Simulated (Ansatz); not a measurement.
| atom | x (Å) | y (Å) | z (Å) |
| --- | --- | --- | --- |
| B | -1.9376 | 1.7814 | 2.1751 |
| I | -1.9930 | 4.0657 | 0.7893 |
| Li | -2.4196 | 3.1919 | -1.8544 |
| Si | -2.2240 | 1.5697 | 0.2448 |
| H | -0.8087 | 1.7554 | 2.6000 |
| H | -2.8988 | 1.8846 | 2.8971 |

Geometry: PBE0-D3(BJ)/def2-SVP; core potentials replace the inner electrons of I.

Method: Ansatz, isolated molecule in a Gaussian basis; Kohn-Sham density functional theory, functional PBE0.

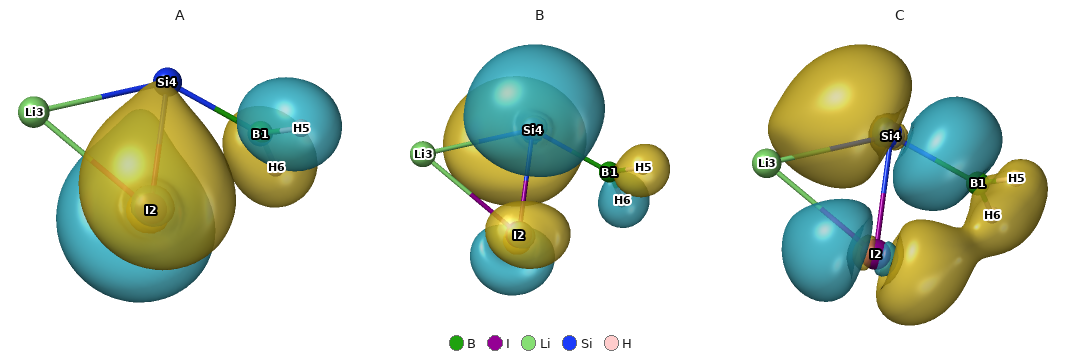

BH$_{2}$ILiSi (charge +1). Three frontier orbitals at ±0.08 Å⁻³ᐟ² (yellow and cyan are the two phases), in no order.

### Order the three orbitals by energy and name them.

A is the HOMO−1 (−12.64 eV). By Hirshfeld shares it lies mainly on I2 (about 75 %) and B1 (about 10 %); largely a lone pair of I2. C is the HOMO (−11.62 eV). It lies mainly on Si4 (about 45 %), I2 (about 25 %) and B1 (about 20 %). B is the LUMO (−7.64 eV). It lies mainly on Si4 (about 70 %) and I2 (about 15 %).

### What is the HOMO–LUMO gap?

3.98 eV between the orbital energies.
